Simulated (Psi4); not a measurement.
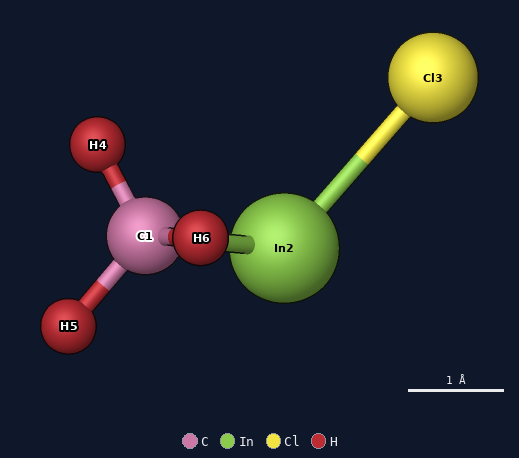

The structure (ball-and-stick view, seen at a tilt; atoms are numbered from 1 in the order of the input). Sticks mark near contacts. Bond lengths as drawn: Cl–In 2.38 Å, C–H 1.09 to 1.25 Å and C–In 2.21 Å.

**CH3ClIn: single-point calculation**

CH3ClIn, multiplicity 2, SMILES [CH3][In][Cl], computed with BHLYP/def2-SVP, UKS, core potentials def2 (Psi4 1.11).

A bond length was changed on purpose from its optimised value.

## The input (job.inp)
```
memory 1600 MB

molecule {
  0 2
  C      0.632948    -0.259649    -0.212134
  In    -1.139152     1.052251    -0.015834
  Cl    -2.756852     0.159351     1.488766
  H      0.258448    -1.220849    -0.564634
  H      1.457300     0.235100    -1.011300
  H      1.051448    -0.352949     0.790266
  units angstrom
  symmetry c1
}

set basis def2-SVP
set reference uks
set puream true
set e_convergence 1e-09
set d_convergence 1e-08
set scf_type pk
set dft_radial_points 99
set dft_spherical_points 590
set maxiter 200

e_tot, wfn = energy("bhhlyp", return_wfn=True)
oeprop(wfn, "DIPOLE", "MAYER_INDICES", "LOWDIN_CHARGES", title="BHHLYP")
```

Command:
```bash
psi4 job.inp job.out -n 1
```

## The program's output
```
Psi4 1.11 release

   => Loading Basis Set <=

    Name: DEF2-SVP
    Role: ORBITAL
    Keyword: BASIS

    !!!  WARNING: ECP capability is in beta. Please check occupations closely.  !!!

         ---------------------------------------------------------
                                   SCF
                              UKS Reference
                        1 Threads,   1525 MiB Core
         ---------------------------------------------------------

  ==> Geometry <==

    Molecular point group: c1
    Full point group: C1

    Geometry (in Angstrom), charge = 0, multiplicity = 2:

       Center              X                  Y                   Z               Mass
    ------------   -----------------  -----------------  -----------------  -----------------
         C            1.948397966399    -0.999599810173    -0.496577335708    12.000000000000
         IN           0.176297966399     0.312300189827    -0.300277335708   114.903878776000
         CL          -1.441402033601    -0.580599810173     1.204322664292    34.968852682000
         H            1.573897966399    -1.960799810173    -0.849077335708     1.007825032230
         H            2.772749966399    -0.504850810173    -1.295743335708     1.007825032230
         H            2.366897966399    -1.092899810173     0.505822664292     1.007825032230

  Running in c1 symmetry.

  Rotational constants: A =      0.33348  B =      0.08611  C =      0.06935 [cm^-1]
  Rotational constants: A =   9997.35681  B =   2581.42346  C =   2079.03429 [MHz]
  Nuclear repulsion =  151.191596699005402

  Charge       = 0
  Multiplicity = 2
  Electrons    = 47
  Nalpha       = 24
  Nbeta        = 23

  ==> Algorithm <==

  SCF Algorithm Type is PK.
  DIIS enabled.
  MOM disabled.
  Fractional occupation disabled.
  Guess Type is SAD.
  Energy threshold   = 1.00e-09
  Density threshold  = 1.00e-08
  Integral threshold = 1.00e-12

  ==> Primary Basis <==

  Basis Set: DEF2-SVP
    Blend: DEF2-SVP
    Number of shells: 33
    Number of basis functions: 73
    Number of Cartesian functions: 77
    Spherical Harmonics?: true
    Max angular momentum: 2

  Core potential: DEF2-SVP
    Number of shells: 4
    Number of ECP primitives: 18
    Number of ECP core electrons: 28
    Max angular momentum: 3

  ==> DFT Potential <==

   => LibXC <=

    Version 7.1.2

   => Composite Functional: BHANDHLYP <=

    BHandHLYP Hyb-GGA Exchange-Correlation Functional

    Defined through Gaussian implementation.

    Deriv               =              1
    GGA                 =           TRUE
    Meta                =          FALSE

    Exchange Hybrid     =           TRUE
    MP2 Hybrid          =          FALSE

   => Exchange Functionals <=

    0.5000         Becke 88

   => Exact (HF) Exchange <=

    0.5000               HF

   => Correlation Functionals <=

    1.0000   Lee, Yang & Parr

   => LibXC Density Thresholds  <==

    XC_HYB_GGA_XC_BHANDHLYP:  1.00E-15

   => Molecular Quadrature <=

    Radial Scheme          =       TREUTLER
    Pruning Scheme         =           NONE
    Nuclear Scheme         =       TREUTLER

    Blocking Scheme        =         OCTREE
    BS radius alpha        =              1
    Pruning alpha          =              1
    Radial Points          =             99
    Spherical Points       =            590
    Total Points           =         333147
    Total Blocks           =           2461
    Max Points             =            256
    Max Functions          =             72
    Weights Tolerance      =       1.00E-15

  ==> Integral Setup <==

  Using in-core PK algorithm.
   Calculation information:
      Number of atoms:                   6
      Number of AO shells:              33
      Number of primitives:             68
      Number of atomic orbitals:        77
      Number of basis functions:        73

      Integral cutoff                 1.00e-12
      Number of threads:                 1

  Performing in-core PK
  Using 7298102 doubles for integral storage.
  We computed 140429 shell quartets total.
  Whereas there are 157641 unique shell quartets.

  ==> DiskJK: Disk-Based J/K Matrices <==

    J tasked:                  Yes
    K tasked:                  Yes
    wK tasked:                  No
    Memory [MiB]:              596
    Schwarz Cutoff:          1E-12

  Cached 100.0% of DFT collocation blocks in 0.535 [GiB].

  Minimum eigenvalue in the overlap matrix is 1.4566542287E-02.
  Reciprocal condition number of the overlap matrix is 2.8692856101E-03.
    Using symmetric orthogonalization.

  ==> Pre-Iterations <==

  SCF Guess: Superposition of Atomic Densities via on-the-fly atomic UHF (no occupation information).

   -------------------------
    Irrep   Nso     Nmo
   -------------------------
     A         73      73
   -------------------------
    Total      73      73
   -------------------------

  ==> Iterations <==

                        Total Energy        Delta E     RMS |[F,P]|

   @UKS iter SAD:  -688.52836743725106   -6.88528e+02   0.00000e+00
   @UKS iter   1:  -689.74050982430913   -1.21214e+00   8.57084e-03 ADIIS/DIIS
   @UKS iter   2:  -689.73083588195243    9.67394e-03   8.37640e-03 ADIIS/DIIS
   @UKS iter   3:  -689.97191052513881   -2.41075e-01   8.90579e-04 ADIIS/DIIS
   @UKS iter   4:  -689.97467650985789   -2.76598e-03   3.39543e-04 ADIIS/DIIS
   @UKS iter   5:  -689.97516702536211   -4.90516e-04   1.10313e-04 ADIIS/DIIS
   @UKS iter   6:  -689.97526291147574   -9.58861e-05   5.96400e-05 DIIS
   @UKS iter   7:  -689.97530215560607   -3.92441e-05   2.09287e-05 DIIS
   @UKS iter   8:  -689.97531182790692   -9.67230e-06   7.17411e-06 DIIS
   @UKS iter   9:  -689.97531289355607   -1.06565e-06   2.29855e-06 DIIS
   @UKS iter  10:  -689.97531296673151   -7.31754e-08   5.57811e-07 DIIS
   @UKS iter  11:  -689.97531296999864   -3.26713e-09   1.65589e-07 DIIS
   @UKS iter  12:  -689.97531297038665   -3.88013e-10   5.75208e-08 DIIS
   @UKS iter  13:  -689.97531297042644   -3.97904e-11   1.94106e-08 DIIS
   @UKS iter  14:  -689.97531297043133   -4.88853e-12   7.26217e-09 DIIS
  Energy and wave function converged.

  ==> Post-Iterations <==

   Electrons on quadrature grid:
      Nalpha   =   23.9999999153 ; deviation = -8.471e-08
      Nbeta    =   22.9999998984 ; deviation = -1.016e-07
      Ntotal   =   46.9999998137 ; deviation = -1.863e-07

   @Spin Contamination Metric:   1.146334815E-02
   @S^2 Expected:                7.500000000E-01
   @S^2 Observed:                7.614633481E-01
   @S   Expected:                5.000000000E-01
   @S   Observed:                5.000000000E-01

    Orbital Energies [Eh]
    ---------------------

    Alpha Occupied:

       1A   -102.713534     2A    -10.621049     3A     -9.826800
       4A     -7.482903     5A     -7.478505     6A     -7.478394
       7A     -4.959827     8A     -3.309861     9A     -3.305027
      10A     -3.302144    11A     -0.904977    12A     -0.887715
      13A     -0.881029    14A     -0.879111    15A     -0.877013
      16A     -0.843619    17A     -0.774446    18A     -0.487510
      19A     -0.460499    20A     -0.456004    21A     -0.364987
      22A     -0.344955    23A     -0.341887    24A     -0.247965

    Alpha Virtual:

      25A     -0.034125    26A      0.044119    27A      0.050683
      28A      0.121612    29A      0.143037    30A      0.158473
      31A      0.210237    32A      0.219937    33A      0.237447
      34A      0.272910    35A      0.367797    36A      0.375125
      37A      0.386858    38A      0.462120    39A      0.483094
      40A      0.576110    41A      0.595098    42A      0.663511
      43A      0.686509    44A      0.733924    45A      0.752446
      46A      0.752657    47A      0.894130    48A      0.916892
      49A      0.921673    50A      0.936978    51A      0.947233
      52A      0.993233    53A      1.077021    54A      1.090794
      55A      1.319025    56A      1.330378    57A      1.354048
      58A      1.567708    59A      1.695171    60A      1.797575
      61A      1.806371    62A      1.969116    63A      2.047825
      64A      2.174822    65A      2.420999    66A      2.487119
      67A      2.675780    68A      2.938476    69A      3.013362
      70A     16.042444    71A     16.368139    72A     17.032144
      73A     60.941820

    Beta Occupied:

       1A   -102.712559     2A    -10.613311     3A     -9.825853
       4A     -7.480247     5A     -7.478022     6A     -7.477116
       7A     -4.956806     8A     -3.307893     9A     -3.302127
      10A     -3.300106    11A     -0.900904    12A     -0.881299
      13A     -0.878286    14A     -0.876809    15A     -0.873061
      16A     -0.837921    17A     -0.757322    18A     -0.482490
      19A     -0.455243    20A     -0.432197    21A     -0.343446
      22A     -0.341640    23A     -0.324359

    Beta Virtual:

      24A     -0.087151    25A     -0.023371    26A      0.051308
      27A      0.061138    28A      0.131549    29A      0.148465
      30A      0.162115    31A      0.222008    32A      0.224010
      33A      0.244428    34A      0.283862    35A      0.374824
      36A      0.390323    37A      0.398530    38A      0.469829
      39A      0.494643    40A      0.578111    41A      0.597801
      42A      0.682966    43A      0.696131    44A      0.739270
      45A      0.756282    46A      0.758505    47A      0.900128
      48A      0.919192    49A      0.923598    50A      0.942527
      51A      0.956093    52A      0.999497    53A      1.078125
      54A      1.095083    55A      1.327796    56A      1.336573
      57A      1.360558    58A      1.566850    59A      1.697400
      60A      1.798447    61A      1.816170    62A      1.980998
      63A      2.058091    64A      2.185605    65A      2.430741
      66A      2.496987    67A      2.682162    68A      2.944161
      69A      3.019579    70A     16.044365    71A     16.372924
      72A     17.033724    73A     60.933250

    Final Occupation by Irrep:
              A
    DOCC [    23 ]
    SOCC [     1 ]
    NA   [    24 ]
    NB   [    23 ]

  @UKS Final Energy:  -689.97531297043133

   => Energetics <=

    Nuclear Repulsion Energy =            151.1915966990054017
    One-Electron Energy =               -1325.3089677907844361
    Two-Electron Energy =                 510.7578591355674575
    DFT Exchange-Correlation Energy =     -26.6158010142197092
    Empirical Dispersion Energy =           0.0000000000000000
    VV10 Nonlocal Energy =                  0.0000000000000000
    Total Energy =                       -689.9753129704312187

  UHF NO Occupations:
  HONO-2 :   22  A 1.9995735
  HONO-1 :   23  A 1.9950821
  HONO-0 :   24  A 1.0000000
  LUNO+0 :   25  A 0.0049179
  LUNO+1 :   26  A 0.0004265
  LUNO+2 :   27  A 0.0001334
  LUNO+3 :   28  A 0.0000839

Computation Completed

Properties will be evaluated at   0.000000,   0.000000,   0.000000 [a0]

Properties computed using the SCF density matrix

 Multipole Moments:

 ------------------------------------------------------------------------------------
     Multipole            Electronic (a.u.)      Nuclear  (a.u.)        Total (a.u.)
 ------------------------------------------------------------------------------------

 L = 1.  Multiply by 2.5417464519 to convert [e a0] to [Debye]
 Dipole X            :          5.5092537           -4.5308897            0.9783639
 Dipole Y            :         24.6432112          -24.3170753            0.3261359
 Dipole Z            :        -18.8195655           18.0453712           -0.7741943
 Magnitude           :                                                    1.2895493

 ------------------------------------------------------------------------------------

	total time  =         10 seconds =       0.17 minutes

Properties will be evaluated at   0.000000,   0.000000,   0.000000 [a0]

Properties computed using the BHHLYP density matrix

 Multipole Moments:

 ------------------------------------------------------------------------------------
     Multipole            Electronic (a.u.)      Nuclear  (a.u.)        Total (a.u.)
 ------------------------------------------------------------------------------------

 L = 1.  Multiply by 2.5417464519 to convert [e a0] to [Debye]
 Dipole X            :          5.5092537           -4.5308897            0.9783639
 Dipole Y            :         24.6432112          -24.3170753            0.3261359
 Dipole Z            :        -18.8195655           18.0453712           -0.7741943
 Magnitude           :                                                    1.2895493

 ------------------------------------------------------------------------------------
  Lowdin Charges: (a.u.)
   Center  Symbol    Alpha    Beta     Spin     Total
       1     C     3.25704  2.98297  0.27407 -0.24002
       2    IN    10.69456 10.05614  0.63842  0.24930
       3    CL     8.61588  8.53299  0.08289 -0.14887
       4     H     0.48392  0.47784  0.00608  0.03824
       5     H     0.46471  0.47218 -0.00747  0.06311
       6     H     0.48389  0.47787  0.00602  0.03824

  Total alpha = 24.00000, Total beta = 23.00000, Total charge = -0.00000

  Mayer Bond Indices:

  Total Bond Index:
  Irrep: 1 Size: 6 x 6

                 1                   2                   3                   4                   5

    1     0.00000000000000     0.87301533283089     0.03172623358397     0.96323515447324     0.96572289611636
    2     0.87301533283089     0.00000000000000     1.00729484284298     0.01754758744152     0.00654860217760
    3     0.03172623358397     1.00729484284298     0.00000000000000    -0.00079127434720     0.00289713122263
    4     0.96323515447324     0.01754758744152    -0.00079127434720     0.00000000000000    -0.00191173666308
    5     0.96572289611636     0.00654860217760     0.00289713122263    -0.00191173666308     0.00000000000000
    6     0.96325693479459     0.01754366191192    -0.00081615542395    -0.00120970668906    -0.00191865581596

                 6

    1     0.96325693479459
    2     0.01754366191192
    3    -0.00081615542395
    4    -0.00120970668906
    5    -0.00191865581596
    6     0.00000000000000

  Alpha Contribution:
  Irrep: 1 Size: 6 x 6

                 1                   2                   3                   4                   5

    1     0.00000000000000     0.37598028636976     0.00278847166847     0.48372521128346     0.48343850243009
    2     0.37598028636976     0.00000000000000     0.45720389224237     0.00884960819016     0.00416352692753
    3     0.00278847166847     0.45720389224237     0.00000000000000    -0.00082901566253     0.00077089267119
    4     0.48372521128346     0.00884960819016    -0.00082901566253     0.00000000000000    -0.00085664015022
    5     0.48343850243009     0.00416352692753     0.00077089267119    -0.00085664015022     0.00000000000000
    6     0.48372721305821     0.00887043673601    -0.00084829020590    -0.00011506221247    -0.00085990569064

                 6

    1     0.48372721305821
    2     0.00887043673601
    3    -0.00084829020590
    4    -0.00011506221247
    5    -0.00085990569064
    6     0.00000000000000

  Beta Contribution:
  Irrep: 1 Size: 6 x 6

                 1                   2                   3                   4                   5

    1     0.00000000000000     0.49703504646113     0.02893776191550     0.47950994318979     0.48228439368627
    2     0.49703504646113     0.00000000000000     0.55009095060061     0.00869797925136     0.00238507525007
    3     0.02893776191550     0.55009095060061     0.00000000000000     0.00003774131533     0.00212623855144
    4     0.47950994318979     0.00869797925136     0.00003774131533     0.00000000000000    -0.00105509651286
    5     0.48228439368627     0.00238507525007     0.00212623855144    -0.00105509651286     0.00000000000000
    6     0.47952972173638     0.00867322517591     0.00003213478194    -0.00109464447660    -0.00105875012532

                 6

    1     0.47952972173638
    2     0.00867322517591
    3     0.00003213478194
    4    -0.00109464447660
    5    -0.00105875012532
    6     0.00000000000000

  Atomic Valences:

 #  #
 Irrep: 1
      1:    3.796956551799056
      2:    1.921950027204907
      3:    1.040310777878430
      4:    0.976870024215412
      5:    0.971338237037551
      6:    0.976856078777532

    Psi4 run time: 0:00:10.57
```

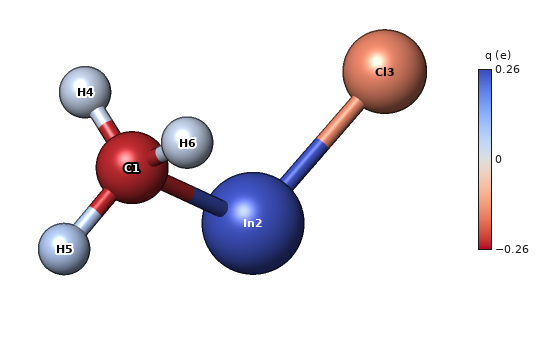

Löwdin charges, as the colour of each atom (ball-and-stick view, seen at a tilt; atoms are numbered from 1 in the order of the input). By element: C −0.24, In +0.25, Cl −0.15 and H +0.04 to +0.06 e.

## Results in brief

| quantity | value |
| --- | --- |
| outcome | converged |
| total energy | −689.975313 hartree |
| basis functions | 73 |
| ⟨S²⟩ | 0.761 |
| dipole moment | 3.28 D |
| hardware | 1 thread of Intel Xeon (Granite Rapids), 64 GiB of memory available, shared host |
| wall time | 12 s |
| peak memory | 0.84 GiB |
